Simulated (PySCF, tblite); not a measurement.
# C₄H₂Cl₂F radical: geometry, infrared bands and EPR parameters

Aim: predict the infrared bands and EPR parameters of C₄H₂Cl₂F radical (`F[C@@]1(Cl)C=C1[CH]Cl`).

The runs use tblite 0.8.0 and PySCF 2.14.0, with density-fitted response routines of our own; the level of theory stands in each step. All values are computed, except where a source is named. Atoms count from 0, in the outputs and in this text.

### Step 1. Starting geometry

9 atoms, charge 0, multiplicity 2; geometry from: force field or distance geometry start.

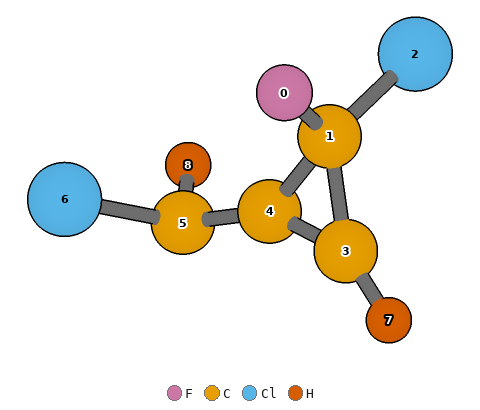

As it starts; fluorine pink, carbon amber, chlorine blue, hydrogen orange, atoms numbered.

### Step 2. Optimising the geometry with GFN2-xTB

The job: settings as JSON, then the geometry in Å.

```
{"job": {"kind": "relax", "xc": "GFN2-xTB", "basis": "xTB"}, "charge": 0, "multiplicity": 2}
F     -0.735900     1.676200    -1.045900
C     -0.915900     0.663200    -0.160900
Cl    -1.766100     1.105500     1.335500
C     -0.984900    -0.755200    -0.621600
C      0.145800    -0.385700     0.013000
C      1.509200    -0.660800     0.529000
Cl     2.658500     0.218100    -0.539800
H     -1.540700    -1.561700    -1.102400
H      1.643500    -0.293600     1.567900
```

The run is started by

```bash
> OMP_NUM_THREADS=1 python probes_run.py task.json out
```

The driver reads the jobs from task.json and runs them one after another.

The program printed:

```text
step      E/eV     max force
  0    -632.41895    2.912
  1    -632.62852    1.946
  2    -632.76264    2.402
  3    -632.80514    0.807
  4    -632.81830    0.383
  5    -632.84102    0.359
  6    -632.85116    0.397
  7    -632.85724    0.263
  8    -632.86189    0.173
  9    -632.86589    0.213
 10    -632.87081    0.258
 11    -632.87678    0.288
 12    -632.88300    0.293
 13    -632.88814    0.200
 14    -632.89176    0.189
 15    -632.89480    0.171
 16    -632.89883    0.224
 17    -632.90417    0.253
 18    -632.90958    0.224
 19    -632.91441    0.214
 20    -632.91956    0.232
 21    -632.92613    0.242
 22    -632.93595    0.329
 23    -632.95107    0.463
 24    -632.97274    0.592
 25    -633.00440    0.652
 26    -633.05660    1.037
 27    -633.05318    1.509
 28    -633.14023    0.660
 29    -633.19582    0.538
 30    -633.25682    0.588
 31    -633.30068    0.699
 32    -633.36573    0.848
 33    -633.41823    0.836
 34    -633.45581    0.511
 35    -633.46378    0.760
 36    -633.48399    0.714
 37    -633.49538    0.600
 38    -633.50821    0.244
 39    -633.51807    0.249
 40    -633.52756    0.286
 41    -633.53161    0.128
 42    -633.53355    0.146
 43    -633.53527    0.126
 44    -633.53716    0.141
 45    -633.53921    0.144
 46    -633.54144    0.145
 47    -633.54319    0.125
 48    -633.54454    0.118
 49    -633.54587    0.120
 50    -633.54742    0.108
 51    -633.54888    0.122
 52    -633.54996    0.084
 53    -633.55068    0.080
 54    -633.55122    0.085
 55    -633.55164    0.067
 56    -633.55189    0.039
 57    -633.55204    0.030
 58    -633.55216    0.031
 59    -633.55227    0.024
 60    -633.55234    0.017
 61    -633.55237    0.017
 62    -633.55239    0.015
 63    -633.55245    0.018
 64    -633.55253    0.024
 65    -633.55261    0.020
 66    -633.55266    0.013
 67    -633.55267    0.011
 68    -633.55268    0.010
```

It took 0.42 s on 1 thread of Arm Neoverse V1, shared host.

Step by step: (not every step is listed)

```
step  energy from step 0 (eV)  largest force (eV/Å)
   0                   0.0000                2.9115
   1                  -0.2096                1.9463
   2                  -0.3437                2.4019
   3                  -0.3862                0.8068
   4                  -0.3994                0.3830
   5                  -0.4221                0.3591
   6                  -0.4322                0.3970
   7                  -0.4383                0.2628
   8                  -0.4429                0.1732
  13                  -0.4692                0.2005
  18                  -0.4906                0.2243
  23                  -0.5321                0.4630
  28                  -0.7213                0.6603
  33                  -0.9993                0.8362
  38                  -1.0893                0.2444
  43                  -1.1163                0.1260
  48                  -1.1256                0.1175
  53                  -1.1317                0.0800
  58                  -1.1332                0.0310
  63                  -1.1335                0.0185
  64                  -1.1336                0.0237
  65                  -1.1337                0.0204
  66                  -1.1337                0.0127
  67                  -1.1337                0.0112
  68                  -1.1337                0.0098
```

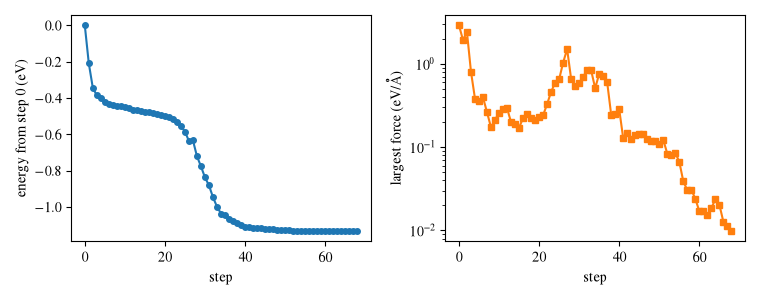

Energy and largest force along the relaxation.

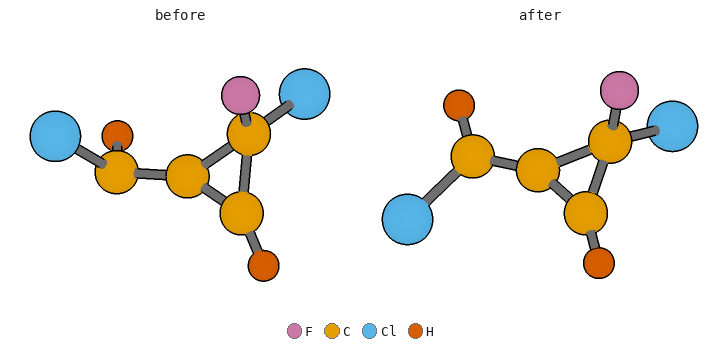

The geometry before (left) and after (right).

Distances of close pairs at the start and the end, largest changes first:

```
  bond  before (Å)  after (Å)  change (Å)
 C4–C5       1.484      1.357      -0.126
C5–Cl6       1.799      1.697      -0.102
 C1–C3       1.493      1.458      -0.035
 C5–H8       1.110      1.077      -0.033
 C3–H7       1.091      1.060      -0.031
 C1–C4       1.503      1.479      -0.023
 C3–C4       1.348      1.361      +0.013
 F0–C1       1.357      1.366      +0.009
```

The end geometry stands in the next job.

### Step 3. Infrared spectrum with GFN2-xTB

The job: settings as JSON, then the geometry in Å.

```
{"job": {"kind": "ir", "xc": "GFN2-xTB", "basis": "xTB"}, "charge": 0, "multiplicity": 2}
F     -1.141056     1.838968    -0.621549
C     -1.038387     0.619659    -0.014492
Cl    -2.069488     0.618446     1.430781
C     -0.795199    -0.590851    -0.789148
C      0.241466    -0.121406    -0.042879
C      1.517034    -0.177723     0.417946
Cl     2.564071    -1.436752    -0.027352
H     -1.192028    -1.307702    -1.462379
H      1.927149     0.563356     1.083893
```

The program printed:

```text
mode    cm-1     km/mol
  1      71.7      1.44
  2     129.3      1.96
  3     188.9      0.74
  4     238.2      3.76
  5     305.0      0.83
  6     364.1     11.01
  7     448.7     20.44
  8     491.1      7.27
  9     538.3     11.56
 10     610.9     40.57
 11     648.1     13.38
 12     774.7      7.12
 13     874.3     19.04
 14     889.2    110.78
 15     956.8      9.40
 16    1127.7      5.66
 17    1223.4    109.60
 18    1277.1      8.28
 19    1703.4    160.51
 20    3089.3      6.63
 21    3249.7      7.06
```

Run time: 0.26 s. Hardware: 1 thread of Arm Neoverse V1, shared host.

The strongest bands and the atoms that carry them (share of the mass-weighted mode):

```
cm⁻¹  km/mol                                atoms
 449    20.4           C4 43 %, H7 31 %, Cl2 12 %
 538    11.6   C3 28 %, C1 25 %, C4 14 %, H7 13 %
 611    40.6  C1 26 %, C4 20 %, H8 19 %, Cl2 11 %
 648    13.4                     H8 52 %, C5 17 %
 874    19.0            H7 45 %, C1 24 %, C5 14 %
 889   110.8                     C1 51 %, F0 26 %
1223   109.6   C1 40 %, H8 25 %, C4 15 %, C3 13 %
1703   160.5                     C4 63 %, C3 16 %
```

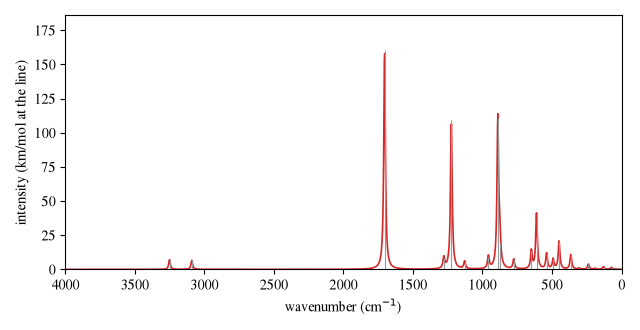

The infrared spectrum from these modes, unscaled. Lines are broadened to a width of 14 cm⁻¹ (Lorentzian).

### Step 4. EPR parameters: B3LYP/pcH-1

Same as in step 3 but for these lines:

```diff
@@ -1,2 +1,2 @@
-{"job": {"kind": "ir", "xc": "GFN2-xTB", "basis": "xTB"}, "charge": 0, "multiplicity": 2}
+{"job": {"kind": "epr", "basis": "pcH-1"}, "charge": 0, "multiplicity": 2}
 F     -1.141056     1.838968    -0.621549
```

With the program's defaults for keys left out, this is: UKS B3LYP, pcH-1 on C Cl F H, non-relativistic, mean-field spin-orbit, GIAO.

The program printed:

```text
UKS, coarse grid
  cycle   1  E = -1173.68982276  |g| = 4.38e-01
  cycle   2  E = -1173.61408461  |g| = 6.53e-01
  cycle   3  E = -1173.75395824  |g| = 6.27e-02
  cycle   4  E = -1173.75507888  |g| = 3.92e-02
  cycle   5  E = -1173.75578474  |g| = 1.09e-02
  cycle   6  E = -1173.75585606  |g| = 6.61e-03
  cycle   7  E = -1173.75588533  |g| = 3.17e-03
  cycle   8  E = -1173.75589208  |g| = 1.25e-03
  cycle   9  E = -1173.75589479  |g| = 3.06e-04
UKS, final grid
  cycle   1  E = -1173.75588981  |g| = 3.20e-04
  cycle   2  E = -1173.75588979  |g| = 4.12e-04
  cycle   3  E = -1173.75588987  |g| = 7.36e-05
  cycle   4  E = -1173.75588987  |g| = 2.86e-05
E = -1173.75588987 Eh   <S^2> = 0.7710 (exact 0.7500)
g shifts (ppm)      1          2          3
  rmc          -176       -176       -176
  gc              0         40         41
  oz_so         728       5398       5739
  total         552       5262       5604
hyperfine (MHz)  atom isotope    a_iso     a_fc   dipolar eigenvalues
    0   19F      30.56      30.65    -31.24    -22.69     53.93
    1   13C     -11.99     -11.97     -2.59      0.37      2.22
    2  35Cl       2.96       2.82     -5.71     -4.77     10.48
    3   13C      53.79      53.86    -44.28    -40.97     85.24
    4   13C     -50.26     -50.27    -25.05      6.39     18.66
    5   13C      64.53      64.09    -54.83    -53.91    108.75
    6  35Cl       5.34       5.27    -26.33    -18.71     45.05
    7    1H     -37.59     -37.60    -19.67     -1.25     20.92
    8    1H     -45.64     -45.74    -24.73     -1.85     26.59
```

It took 46 s on 1 thread of Arm Neoverse V1, shared host; peak memory 0.8 GiB.

Principal g values 2.00287, 2.00758, 2.00792; g(iso) = 2.00613, against 2.00232 for a free electron.

Hyperfine couplings, nucleus by nucleus at this fixed geometry (no averaging over rotations):

```
nuclei  isotope  a(iso) (MHz)  a(iso) (G, at g = 2.0023)  largest dipolar term (MHz)
    C5      13C          64.5                       23.0                       108.7
    C3      13C          53.8                       19.2                        85.2
    C4      13C         -50.3                      -17.9                       -25.1
    H8       1H         -45.6                      -16.3                        26.6
    H7       1H         -37.6                      -13.4                        20.9
    F0      19F          30.6                       10.9                        53.9
    C1      13C         -12.0                       -4.3                        -2.6
   Cl6     35Cl           5.3                        1.9                        45.0
   Cl2     35Cl           3.0                        1.1                        10.5
```

Mulliken spin populations:

```
atom  value (e)
  F0       0.01
  C1      -0.01
 Cl2       0.02
  C3       0.52
  C4      -0.20
  C5       0.63
 Cl6       0.09
  H7      -0.02
  H8      -0.03
```

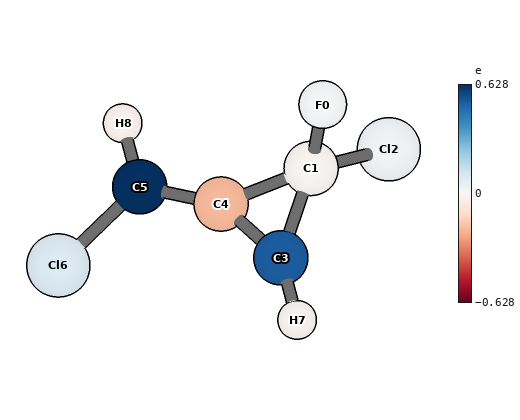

Mulliken spin populations, as colours on the atoms.

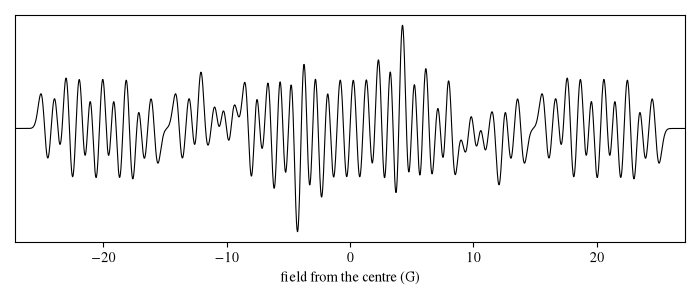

First-order isotropic spectrum (first derivative, main isotopes with spin only, couplings over 0.8 MHz, Gaussian width 0.3 G; couplings of the frozen geometry, rotation of groups not averaged beyond the rows shown).

Orbitals, density, ELF and potential are computed afterwards from the orbital file.

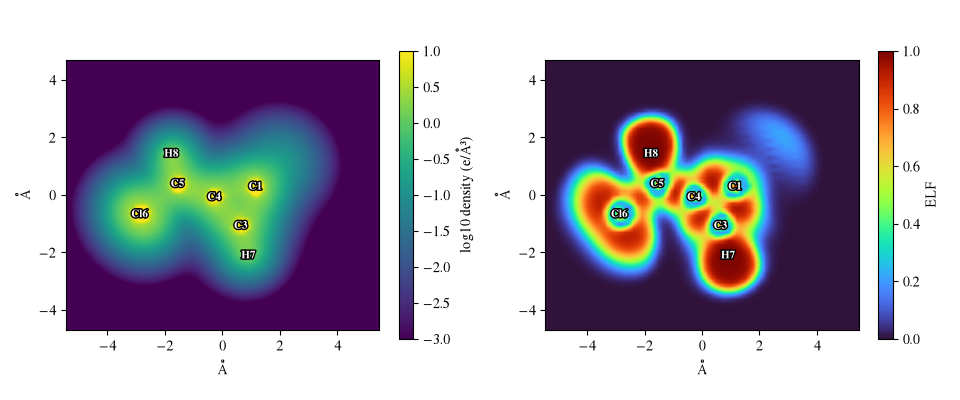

Density (left) and ELF (right) in a plane through or near 7 of the atoms.

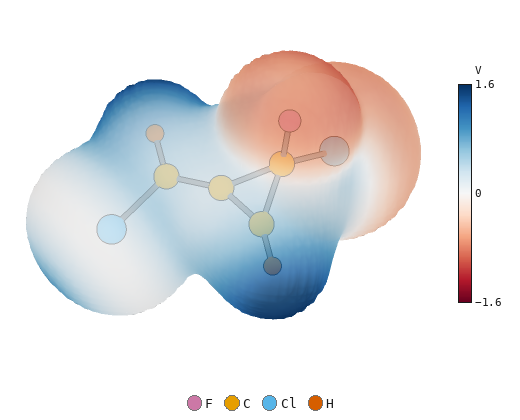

The potential that a unit positive charge feels on the 0.002 e/bohr³ surface, from -0.86 V near F0 to 1.60 V near H7.

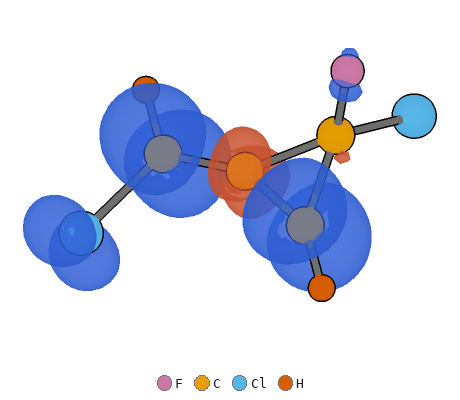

Spin density at ±0.03 e/Å³ (alpha excess blue, beta excess red).

### Step 5. What came out

| quantity | value |
| --- | --- |
| strongest single infrared mode (GFN2-xTB) | 1703 cm⁻¹, 161 km/mol |
| zero-point energy (GFN2-xTB) | 27.4 kcal/mol |
| g(iso) (B3LYP) | 2.00613 |
| ⟨S²⟩ | 0.771 (exact 0.75) |
| largest a(iso) | 13C on C5, 64.5 MHz |
| potential on the surface of density 0.002 e/bohr³, 1st and 99th percentile | -0.86 V and 1.60 V |

In words: Relaxing lowered the energy by 1.134 eV in 68 steps; the close pair that moved most is C4–C5, from 1.484 to 1.357 Å. No mode is imaginary among the 21: a minimum at this level. The strongest single mode, at 1703 cm⁻¹, moves mainly C4. GFN2-xTB is a fitted tight-binding method: band positions and strengths are rough. Its intensities can rank the bands wrongly. The largest spin populations lie on C5 (0.63 e), C3 (0.52 e). The isotropic g lies 3.8 ppt above the free-electron value. These values are for one conformer; the search (at its own cheap level) found 1 more, at 0.41 kcal/mol, and measured spectra average over such forms.
